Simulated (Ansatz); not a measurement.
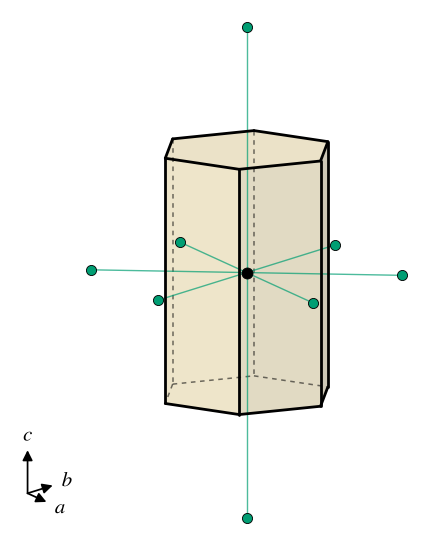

The Wigner–Seitz cell of the crystal's lattice, with lines to the lattice points that define its faces. Crystal: Dy, the input geometry of an electronic-structure calculation (not necessarily at equilibrium). Geometry calculated from the standardised cell; symmetry tolerance 0.002 Å.

a = 3.639 Å, b = 3.639 Å, c = 5.867 Å, α = 90.00°, β = 90.00°, γ = 120.00°; space group No. 194, P6_3/mmc.

Question: What is the cell's combinatorial type?

Answer: A hexagonal prism: 8 faces (6 with 4 edges, 2 with 6 edges), 18 edges, 12 vertices. Its volume is that of the primitive cell, 67.3 Å³.

Question: Which lattice vectors do the faces bisect?

Answer:
```tsv
example	length (Å)	faces	edges of each	area (Å²)
a + b	3.64	6	4	12.3
c	5.87	2	6	11.5
```
